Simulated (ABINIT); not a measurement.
# BN (P6_3/mmc): bands and cutoff in G0W0 with ABINIT, part 2 of 2

Wanted: a converged G0W0 gap of BN (P6_3/mmc), or an estimate of the limit.

ABINIT 10.8.3; LDA and many-body steps on it, plane waves. Known limits of the many-body steps: not at the basis limit; coarse k mesh.

So far. Step 3 (Screening, 6×6×2 mesh, 122 bands, screening to 149.7 eV): Local fields lower ε∞ by 7 %. On a Γ-centred mesh this coarse the value itself is usually too large, while a short band sum pulls it down. Step 4 (122 bands, 149.7 eV): The gap on the mesh goes from 4.12 eV to 5.68 eV, a correction of +1.55 eV.

### Step 6. 190 bands, 203.5 eV

This step: G0W0 on LDA, plane waves, norm-conserving pseudopotentials.

run.abi reads:

```
acell 3*1.0 Angstrom
rprim 
  2.503989999987 0.000000000003 0.000000000000
  -1.251994999996 2.168518950810 0.000000000000
  0.000000000000 0.000000000000 6.661200000000
ntypat 2
znucl 5 7
natom 4
typat 1 1 2 2
xred 
  0.333333333333 0.666666666667 0.250000000000
  0.666666666667 0.333333333333 0.750000000000
  0.333333333333 0.666666666667 0.750000000000
  0.666666666667 0.333333333333 0.250000000000
pp_dirpath "pseudos"
pseudos "B.upf, N.upf"
ecut 36
ngkpt 6 6 2
nshiftk 1
shiftk 0 0 0
kptopt 1
chksymbreak 0
istwfk *1
occopt 1
irdwfk 1
optdriver 4
nband 190
gwcalctyp 0
ecutsigx 36
symsigma 1
nkptgw 5
kptgw 
  0.3333333333 0.3333333333 0.5000000000
  0.5000000000 0.0000000000 0.0000000000
  0.0000000000 0.0000000000 0.0000000000
  0.0000000000 0.0000000000 0.5000000000
  0.5000000000 0.0000000000 0.5000000000
bdgw 
  7 10
  7 10
  7 10
  5 10
  7 10
ecuteps 7.48
irdscr 1
ppmodel 1
indata_prefix "in"
outdata_prefix "out"
tmpdata_prefix "tmp"
```

Started as:

```
$ OMP_NUM_THREADS=1 mpirun -n 4 abinit run.abi > log
```

The program printed:

```text
.Version 10.8.3 of ABINIT. v10.8.2 released Aug 2026.

 Symmetries : space group P6_3/m m c (#194); Bravais hP (primitive hexag.)
[... echo of the input left out ...]
== DATASET  1 ==================================================================
-   mpi_nproc: 4, omp_nthreads: 1 (-1 if OMP is not activated)

--- !DatasetInfo
iteration_state: {dtset: 1, }
dimensions: {natom: 4, nkpt: 14, mband: 190, nsppol: 1, nspinor: 1, nspden: 1, mpw: 2542, }
cutoff_energies: {ecut:  36.0, pawecutdg:  -1.0, }
electrons: {nelect:   1.60000000E+01, charge:   0.00000000E+00, occopt:   1.00000000E+00, tsmear:   1.00000000E-02, }

 SIGMA: Calculation of the GW corrections

 Based on a program developped by R.W. Godby, V. Olevano, G. Onida, and L. Reining.
 Incorporated in ABINIT by V. Olevano, G.-M. Rignanese, and M. Torrent.
.Using double precision arithmetic ; gwpc =  8

[... cell and pseudopotentials left out ...]
--------------------------------------------------------------------------------

 ==== K-mesh for the wavefunctions ====
 Number of points in the irreducible wedge :    14
[... list of points left out ...]
 Together with 24 symmetry operations and time-reversal symmetry
 yields    72 points in the full Brillouin Zone.

 ==== Q-mesh for screening function ====
 Number of points in the irreducible wedge :    14
[... list of points left out ...]
 Together with 24 symmetry operations and time-reversal symmetry
 yields    72 points in the full Brillouin Zone.

 vcoul_init : cutoff-mode = AUXILIARY_FUNCTION
 q-points for optical limit:   1
     1)      0.000010    0.000020    0.000030
 setmesh: FFT mesh size selected  =    24x   24x   72
          total number of points  =        41472

 Number of electrons calculated from density =   16.0000; Expected =   16.0000
[...]
data: !SigmaeeData |
     Band     E0 <VxcDFT>   SigX SigC(E0)      Z dSigC/dE  Sig(E)    E-E0       E
        7   2.518 -16.484 -19.872   2.355   0.798  -0.254 -17.307  -0.823   1.694
        8   2.518 -16.484 -19.872   2.355   0.798  -0.254 -17.307  -0.823   1.694
        9   7.049 -11.120  -5.635  -4.479   0.826  -0.211 -10.289   0.830   7.880
[...]
--- !SelfEnergy_ee
iteration_state: {dtset: 1, }
kpoint     : [   0.500,    0.000,    0.000, ]
spin       : 1
KS_gap     :    4.560
QP_gap     :    6.228
Delta_QP_KS:    1.668
data: !SigmaeeData |
     Band     E0 <VxcDFT>   SigX SigC(E0)      Z dSigC/dE  Sig(E)    E-E0       E
[...]
--- !SelfEnergy_ee
iteration_state: {dtset: 1, }
kpoint     : [   0.000,    0.000,    0.000, ]
spin       : 1
KS_gap     :    6.264
QP_gap     :    8.038
Delta_QP_KS:    1.775
data: !SigmaeeData |
     Band     E0 <VxcDFT>   SigX SigC(E0)      Z dSigC/dE  Sig(E)    E-E0       E
[...]
--- !SelfEnergy_ee
iteration_state: {dtset: 1, }
kpoint     : [   0.000,    0.000,    0.500, ]
spin       : 1
KS_gap     :    8.665
QP_gap     :   10.666
Delta_QP_KS:    2.001
data: !SigmaeeData |
     Band     E0 <VxcDFT>   SigX SigC(E0)      Z dSigC/dE  Sig(E)    E-E0       E
[...]
--- !SelfEnergy_ee
iteration_state: {dtset: 1, }
kpoint     : [   0.500,    0.000,    0.500, ]
spin       : 1
KS_gap     :    5.534
QP_gap     :    7.304
Delta_QP_KS:    1.770
data: !SigmaeeData |
     Band     E0 <VxcDFT>   SigX SigC(E0)      Z dSigC/dE  Sig(E)    E-E0       E
[...]
9   7.120 -11.212  -5.954  -4.250   0.829  -0.206 -10.377   0.835   7.955
       10   7.120 -11.212  -5.954  -4.250   0.829  -0.206 -10.377   0.835   7.955

== END DATASET(S) ==============================================================
================================================================================

 -outvars: echo values of variables after computation  --------
           etotal      0.0000000000E+00
            nband         190
             nkpt          14
          spgroup         194
 [... the other variables as echoed above ...]

 Calculation completed.
```

It took 53 s on 4 MPI ranks of Arm Neoverse V1, shared host; peak memory 1 GiB.

This step gave:

- G0W0 gap on the mesh: 5.735 eV
- starting gap on the mesh: 4.124 eV
- k of the valence top: 0.3333, 0.3333, 0.5
- k of the conduction bottom: 0.5, 0, 0
- Z at the valence top: 0.798
- Z at the conduction bottom: 0.834
- least direct G0W0 gap on the computed points: 6.186 eV

Against G0W0 in ABINIT (6×6×2 mesh, 122 bands, screening to 149.7 eV, Godby-Needs plasmon pole), the gap moves by +0.059 eV.

### Step 7. Screening, 6×6×2 mesh, 285 bands, screening to 269.4 eV

This step: RPA screening on LDA, plane waves, norm-conserving pseudopotentials.

run.abi, as its differences from that of step 6:

```diff
@@ -25,23 +25,8 @@
 irdwfk 1
-optdriver 4
-nband 190
-gwcalctyp 0
-ecutsigx 36
-symsigma 1
-nkptgw 5
-kptgw 
-  0.3333333333 0.3333333333 0.5000000000
-  0.5000000000 0.0000000000 0.0000000000
-  0.0000000000 0.0000000000 0.0000000000
-  0.0000000000 0.0000000000 0.5000000000
-  0.5000000000 0.0000000000 0.5000000000
-bdgw 
-  7 10
-  7 10
-  7 10
-  5 10
-  7 10
-ecuteps 7.48
-irdscr 1
-ppmodel 1
+optdriver 3
+nband 285
+ecuteps 9.9
+inclvkb 2
+awtr 1
+symchi 1
 indata_prefix "in"
```

The program printed:

```text
.Version 10.8.3 of ABINIT. v10.8.2 released Aug 2026.

 Symmetries : space group P6_3/m m c (#194); Bravais hP (primitive hexag.)
[... echo of the input left out ...]
== DATASET  1 ==================================================================
-   mpi_nproc: 4, omp_nthreads: 1 (-1 if OMP is not activated)

--- !DatasetInfo
iteration_state: {dtset: 1, }
dimensions: {natom: 4, nkpt: 14, mband: 285, nsppol: 1, nspinor: 1, nspden: 1, mpw: 2542, }
cutoff_energies: {ecut:  36.0, pawecutdg:  -1.0, }
[...]
--------------------------------------------------------------------------------
[... chi0 elements left out ...]
 For q-point:  0.000010 0.000020 0.000030
  dielectric constant =   4.3595
  dielectric constant without local fields =   4.6893

  Average fulfillment of the sum rule on Im[epsilon] for q-point    1 :     96.73  [%]
[... wings left out ...]
  q-point number  2        q = ( 0.166667, 0.000000, 0.000000) [r.l.u.]
--------------------------------------------------------------------------------
[... chi0 elements left out ...]
  Average fulfillment of the sum rule on Im[epsilon] for q-point    2 :     98.71  [%]

 [... 12 further q-points ...]
```

It took 2.9 min on 4 MPI ranks; peak memory 1.7 GiB; 12 min of CPU time.

This step gave:

```
ε∞ with local fields, on this mesh, along the program's q direction : 4.359
the same without local fields                                       : 4.689
plasma frequency                                                    : 24.70 eV
plane waves in the screening matrix                                 : 371
```

### Step 8. 285 bands, 269.4 eV

This step: G0W0 on LDA, plane waves, norm-conserving pseudopotentials.

run.abi, as its differences from that of step 7:

```diff
@@ -25,8 +25,23 @@
 irdwfk 1
-optdriver 3
+optdriver 4
 nband 285
+gwcalctyp 0
+ecutsigx 36
+symsigma 1
+nkptgw 5
+kptgw 
+  0.3333333333 0.3333333333 0.5000000000
+  0.5000000000 0.0000000000 0.0000000000
+  0.0000000000 0.0000000000 0.0000000000
+  0.0000000000 0.0000000000 0.5000000000
+  0.5000000000 0.0000000000 0.5000000000
+bdgw 
+  7 10
+  7 10
+  7 10
+  5 10
+  7 10
 ecuteps 9.9
-inclvkb 2
-awtr 1
-symchi 1
+irdscr 1
+ppmodel 1
 indata_prefix "in"
```

The program printed:

```text
.Version 10.8.3 of ABINIT. v10.8.2 released Aug 2026.

 Symmetries : space group P6_3/m m c (#194); Bravais hP (primitive hexag.)
[... echo of the input left out ...]
== DATASET  1 ==================================================================
-   mpi_nproc: 4, omp_nthreads: 1 (-1 if OMP is not activated)

--- !DatasetInfo
iteration_state: {dtset: 1, }
dimensions: {natom: 4, nkpt: 14, mband: 285, nsppol: 1, nspinor: 1, nspden: 1, mpw: 2542, }
cutoff_energies: {ecut:  36.0, pawecutdg:  -1.0, }
[...]
Band     E0 <VxcDFT>   SigX SigC(E0)      Z dSigC/dE  Sig(E)    E-E0       E
[...]
9   7.120 -11.212  -5.954  -4.297   0.829  -0.206 -10.415   0.796   7.916
       10   7.120 -11.212  -5.954  -4.297   0.829  -0.206 -10.415   0.796   7.916

== END DATASET(S) ==============================================================
================================================================================

 -outvars: echo values of variables after computation  --------
           etotal      0.0000000000E+00
            nband         285
             nkpt          14
          spgroup         194
 [... the other variables as echoed above ...]

 Calculation completed.
```

It took 3.3 min on 4 MPI ranks; peak memory 2 GiB; 13 min of CPU time.

This step gave:

```yaml
g0w0_gap_on_the_mesh: 5.8 eV
starting_gap_on_the_mesh: 4.124 eV
k_of_the_valence_top: 0.3333, 0.3333, 0.5
k_of_the_conduction_bottom: 0.5, 0, 0
least_direct_g0w0_gap_on_the_computed_points: 6.247 eV
```

Against G0W0 in ABINIT (6×6×2 mesh, 190 bands, screening to 203.5 eV, Godby-Needs plasmon pole), the gap moves by +0.065 eV.

### Step 9. Screening, 6×6×2 mesh, 434 bands, screening to 359.2 eV

This step: RPA screening on LDA, plane waves, norm-conserving pseudopotentials.

run.abi, as its differences from that of step 8:

```diff
@@ -25,23 +25,8 @@
 irdwfk 1
-optdriver 4
-nband 285
-gwcalctyp 0
-ecutsigx 36
-symsigma 1
-nkptgw 5
-kptgw 
-  0.3333333333 0.3333333333 0.5000000000
-  0.5000000000 0.0000000000 0.0000000000
-  0.0000000000 0.0000000000 0.0000000000
-  0.0000000000 0.0000000000 0.5000000000
-  0.5000000000 0.0000000000 0.5000000000
-bdgw 
-  7 10
-  7 10
-  7 10
-  5 10
-  7 10
-ecuteps 9.9
-irdscr 1
-ppmodel 1
+optdriver 3
+nband 434
+ecuteps 13.2
+inclvkb 2
+awtr 1
+symchi 1
 indata_prefix "in"
```

The program printed:

```text
.Version 10.8.3 of ABINIT. v10.8.2 released Aug 2026.

 Symmetries : space group P6_3/m m c (#194); Bravais hP (primitive hexag.)
[... echo of the input left out ...]
== DATASET  1 ==================================================================
-   mpi_nproc: 4, omp_nthreads: 1 (-1 if OMP is not activated)

--- !DatasetInfo
iteration_state: {dtset: 1, }
dimensions: {natom: 4, nkpt: 14, mband: 434, nsppol: 1, nspinor: 1, nspden: 1, mpw: 2542, }
cutoff_energies: {ecut:  36.0, pawecutdg:  -1.0, }
[...]
--------------------------------------------------------------------------------
[... chi0 elements left out ...]
 For q-point:  0.000010 0.000020 0.000030
  dielectric constant =   4.3587
  dielectric constant without local fields =   4.6894

  Average fulfillment of the sum rule on Im[epsilon] for q-point    1 :     98.91  [%]
[... wings left out ...]
  q-point number  2        q = ( 0.166667, 0.000000, 0.000000) [r.l.u.]
--------------------------------------------------------------------------------
[... chi0 elements left out ...]
  Average fulfillment of the sum rule on Im[epsilon] for q-point    2 :    100.21  [%]

 [... 12 further q-points ...]
```

The job ended after 7.2 min (4 MPI ranks; peak memory 2.5 GiB; 29 min of CPU time).

Numbers from this step:

```
ε∞ with local fields, on this mesh, along the program's q direction : 4.359
the same without local fields                                       : 4.689
plasma frequency                                                    : 24.70 eV
plane waves in the screening matrix                                 : 549
```

### Step 10. 434 bands, 359.2 eV

This step: G0W0 on LDA, plane waves, norm-conserving pseudopotentials.

run.abi, as its differences from that of step 9:

```diff
@@ -25,8 +25,23 @@
 irdwfk 1
-optdriver 3
+optdriver 4
 nband 434
+gwcalctyp 0
+ecutsigx 36
+symsigma 1
+nkptgw 5
+kptgw 
+  0.3333333333 0.3333333333 0.5000000000
+  0.5000000000 0.0000000000 0.0000000000
+  0.0000000000 0.0000000000 0.0000000000
+  0.0000000000 0.0000000000 0.5000000000
+  0.5000000000 0.0000000000 0.5000000000
+bdgw 
+  7 10
+  7 10
+  7 10
+  5 10
+  7 10
 ecuteps 13.2
-inclvkb 2
-awtr 1
-symchi 1
+irdscr 1
+ppmodel 1
 indata_prefix "in"
```

The program printed:

```text
.Version 10.8.3 of ABINIT. v10.8.2 released Aug 2026.

 Symmetries : space group P6_3/m m c (#194); Bravais hP (primitive hexag.)
[... echo of the input left out ...]
== DATASET  1 ==================================================================
-   mpi_nproc: 4, omp_nthreads: 1 (-1 if OMP is not activated)

--- !DatasetInfo
iteration_state: {dtset: 1, }
dimensions: {natom: 4, nkpt: 14, mband: 434, nsppol: 1, nspinor: 1, nspden: 1, mpw: 2542, }
cutoff_energies: {ecut:  36.0, pawecutdg:  -1.0, }
[...]
Band     E0 <VxcDFT>   SigX SigC(E0)      Z dSigC/dE  Sig(E)    E-E0       E
[...]
9   7.120 -11.212  -5.954  -4.329   0.829  -0.206 -10.442   0.770   7.890
       10   7.120 -11.212  -5.954  -4.329   0.829  -0.206 -10.442   0.770   7.890

== END DATASET(S) ==============================================================
================================================================================

 -outvars: echo values of variables after computation  --------
           etotal      0.0000000000E+00
            nband         434
             nkpt          14
          spgroup         194
 [... the other variables as echoed above ...]

 Calculation completed.
```

Wall time 11 min (4 MPI ranks); peak memory 3.2 GiB.

This step gave:

```
G0W0 gap on the mesh                         : 5.845 eV
starting gap on the mesh                     : 4.124 eV
k of the valence top                         : 0.3333, 0.3333, 0.5
k of the conduction bottom                   : 0.5, 0, 0
least direct G0W0 gap on the computed points : 6.289 eV
```

Against G0W0 in ABINIT (6×6×2 mesh, 285 bands, screening to 269.4 eV, Godby-Needs plasmon pole), the gap moves by +0.045 eV.

### Step 11. Screening, 6×6×2 mesh, 640 bands, screening to 466.9 eV

This step: RPA screening on LDA, plane waves, norm-conserving pseudopotentials.

run.abi, as its differences from that of step 10:

```diff
@@ -25,23 +25,8 @@
 irdwfk 1
-optdriver 4
-nband 434
-gwcalctyp 0
-ecutsigx 36
-symsigma 1
-nkptgw 5
-kptgw 
-  0.3333333333 0.3333333333 0.5000000000
-  0.5000000000 0.0000000000 0.0000000000
-  0.0000000000 0.0000000000 0.0000000000
-  0.0000000000 0.0000000000 0.5000000000
-  0.5000000000 0.0000000000 0.5000000000
-bdgw 
-  7 10
-  7 10
-  7 10
-  5 10
-  7 10
-ecuteps 13.2
-irdscr 1
-ppmodel 1
+optdriver 3
+nband 640
+ecuteps 17.16
+inclvkb 2
+awtr 1
+symchi 1
 indata_prefix "in"
```

The program printed:

```text
.Version 10.8.3 of ABINIT. v10.8.2 released Aug 2026.

 Symmetries : space group P6_3/m m c (#194); Bravais hP (primitive hexag.)
[... echo of the input left out ...]
== DATASET  1 ==================================================================
-   mpi_nproc: 4, omp_nthreads: 1 (-1 if OMP is not activated)

--- !DatasetInfo
iteration_state: {dtset: 1, }
dimensions: {natom: 4, nkpt: 14, mband: 640, nsppol: 1, nspinor: 1, nspden: 1, mpw: 2542, }
cutoff_energies: {ecut:  36.0, pawecutdg:  -1.0, }
[...]
--------------------------------------------------------------------------------
[... chi0 elements left out ...]
 For q-point:  0.000010 0.000020 0.000030
  dielectric constant =   4.3583
  dielectric constant without local fields =   4.6895

  Average fulfillment of the sum rule on Im[epsilon] for q-point    1 :    100.17  [%]
[... wings left out ...]
  q-point number  2        q = ( 0.166667, 0.000000, 0.000000) [r.l.u.]
--------------------------------------------------------------------------------
[... chi0 elements left out ...]
  Average fulfillment of the sum rule on Im[epsilon] for q-point    2 :    101.06  [%]

 [... 12 further q-points ...]
```

The job ended after 23 min (4 MPI ranks; peak memory 4.5 GiB; 1.5 h of CPU time).

This step gave:

- ε∞ with local fields, on this mesh, along the program's q direction: 4.358
- the same without local fields: 4.689
- plasma frequency: 24.70 eV
- plane waves in the screening matrix: 845

### Step 12. 640 bands, 466.9 eV

This step: G0W0 on LDA, plane waves, norm-conserving pseudopotentials.

run.abi, as its differences from that of step 11:

```diff
@@ -25,8 +25,23 @@
 irdwfk 1
-optdriver 3
+optdriver 4
 nband 640
+gwcalctyp 0
+ecutsigx 36
+symsigma 1
+nkptgw 5
+kptgw 
+  0.3333333333 0.3333333333 0.5000000000
+  0.5000000000 0.0000000000 0.0000000000
+  0.0000000000 0.0000000000 0.0000000000
+  0.0000000000 0.0000000000 0.5000000000
+  0.5000000000 0.0000000000 0.5000000000
+bdgw 
+  7 10
+  7 10
+  7 10
+  5 10
+  7 10
 ecuteps 17.16
-inclvkb 2
-awtr 1
-symchi 1
+irdscr 1
+ppmodel 1
 indata_prefix "in"
```

The program printed:

```text
.Version 10.8.3 of ABINIT. v10.8.2 released Aug 2026.

 Symmetries : space group P6_3/m m c (#194); Bravais hP (primitive hexag.)
[... echo of the input left out ...]
== DATASET  1 ==================================================================
-   mpi_nproc: 4, omp_nthreads: 1 (-1 if OMP is not activated)

--- !DatasetInfo
iteration_state: {dtset: 1, }
dimensions: {natom: 4, nkpt: 14, mband: 640, nsppol: 1, nspinor: 1, nspden: 1, mpw: 2542, }
cutoff_energies: {ecut:  36.0, pawecutdg:  -1.0, }
[...]
Band     E0 <VxcDFT>   SigX SigC(E0)      Z dSigC/dE  Sig(E)    E-E0       E
[...]
9   7.120 -11.212  -5.954  -4.347   0.829  -0.207 -10.457   0.754   7.874
       10   7.120 -11.212  -5.954  -4.347   0.829  -0.207 -10.457   0.754   7.874

== END DATASET(S) ==============================================================
================================================================================

 -outvars: echo values of variables after computation  --------
           etotal      0.0000000000E+00
            nband         640
             nkpt          14
          spgroup         194
 [... the other variables as echoed above ...]

 Calculation completed.
```

The job ended after 37 min (4 MPI ranks; peak memory 6.4 GiB).

Numbers from this step:

```
G0W0 gap on the mesh                         : 5.875 eV
starting gap on the mesh                     : 4.124 eV
k of the valence top                         : 0.3333, 0.3333, 0.5
k of the conduction bottom                   : 0.5, 0, 0
least direct G0W0 gap on the computed points : 6.317 eV
```

Against G0W0 in ABINIT (6×6×2 mesh, 434 bands, screening to 359.2 eV, Godby-Needs plasmon pole), the gap moves by +0.030 eV.

### Step 13. The runs together

Times are wall times on 4 MPI ranks of Arm Neoverse V1, shared host. The host was busy with other work, so they are no guide to cost. A run's time includes the screening step that it read.

| run | mesh | bands | screening cutoff (eV) | DFT gap (eV) | gap on the mesh (eV) | direct (eV) | ε∞ used | time |
| --- | --- | --- | --- | --- | --- | --- | --- | --- |
| 122 bands, 149.7 eV | 6×6×2 | 122 | 149.7 | 4.124 | 5.676 | 6.136 | 4.37 | 49 s |
| 190 bands, 203.5 eV | 6×6×2 | 190 | 203.5 | 4.124 | 5.735 | 6.186 | 4.36 | 1.9 min |
| 285 bands, 269.4 eV | 6×6×2 | 285 | 269.4 | 4.124 | 5.800 | 6.247 | 4.36 | 6.2 min |
| 434 bands, 359.2 eV | 6×6×2 | 434 | 359.2 | 4.124 | 5.845 | 6.289 | 4.36 | 18 min |
| 640 bands, 466.9 eV | 6×6×2 | 640 | 466.9 | 4.124 | 5.875 | 6.317 | 4.36 | 59 min |

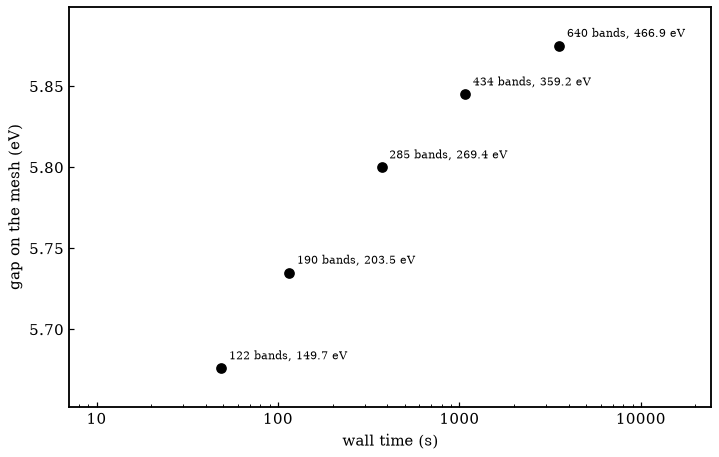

Result against wall time.

### Step 14. What came out

```json
{
 "122 bands, 149.7 eV": "5.676 eV",
 "190 bands, 203.5 eV": "5.735 eV",
 "285 bands, 269.4 eV": "5.800 eV",
 "434 bands, 359.2 eV": "5.845 eV",
 "640 bands, 466.9 eV": "5.875 eV",
 "known limits": "not at the basis limit; coarse k mesh"
}
```

From the first rung to the last the gap moves by +0.20 eV for 73 times the time. The 6×6×2 mesh is coarse for this cell, which bears on the long-range parts of exchange and screening.

[Paths, hosts, dates, memory and timing lines, banners, echoed tables and standing remarks are left out of the program output.]

[Logs are printed without paths, hosts, clocks, repeated set-up lines and the standing remarks that a program may print on its own settings, such as how far it seeks lower states.]

[Runs of the session that timed out or met a known fault of the program may be left out.]

[Hosts, paths, dates, database ids (printed as entryN), source tags and the programs' standing remarks are cut or masked in the printed files.]

[G0W0 gaps are taken among the corrected bands and points alone; a level outside them can change the order at an edge.]

[Where Ansatz stands beside ABINIT at settings called matched, ABINIT's density can come from a denser mesh and the files from another edition; pairs whose starting gaps differed by over 0.03 eV were left out, so agreement reads better than it is.]
